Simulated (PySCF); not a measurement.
MoBr (sextet)

```xyz
2

Mo    0.0000    0.0000   -1.0903
Br    0.0000    0.0000    1.3527
```

Core potentials replace the inner electrons of Mo.

All numbers below come from PBE0/def2-TZVPPD, non-relativistic Hamiltonian with scalar-relativistic core potentials where named, at a bond length of 2.443 Å (PySCF).

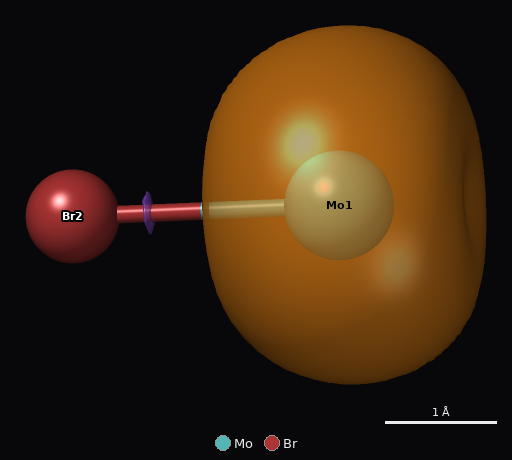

Figure 1. Isosurfaces of the spin density at +0.06 (orange) and −0.06 e/Å³ (purple), seen from one side.

**Describe the spin distribution.**

The unpaired spin (5 electrons) lies mostly on Mo1 (about 4.9) and Br2 (about 0.1), in electrons by Hirshfeld's partition.

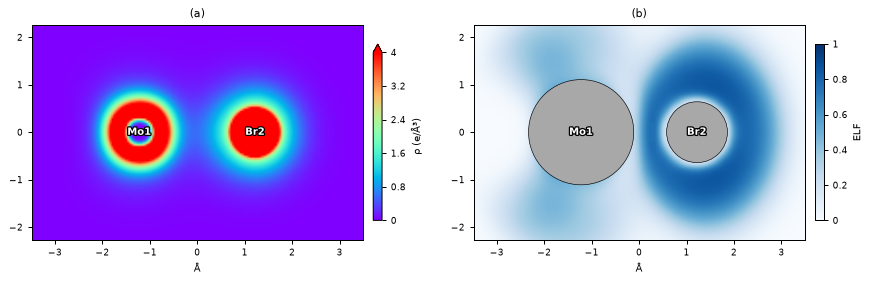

Figure 2. (a) electron density; (b) ELF on a plane that holds the molecular axis. Grey discs cover the atomic cores in the ELF map.

**Describe what can be read from this map.**

- The section cuts through Mo and Br sites.
- Mo–Br (2.44 Å): ρ at the midpoint is about 0.58 e/Å³; the ELF peaks at about 0.75 in the valence shell of Br, 1.0 Å from its nucleus, and is about 0.45 at the midpoint.

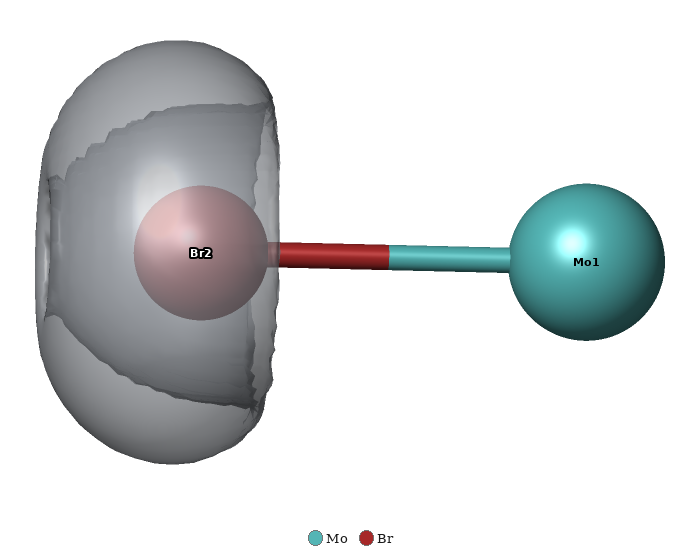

Figure 3. Isosurface of the electron localisation function at 0.8 (grey), seen from one side. Core shells and regions of very low density are left out.

**Describe the localisation domains.**

At this value the surface marks out one ring or bowl of non-bonding electrons around Br.
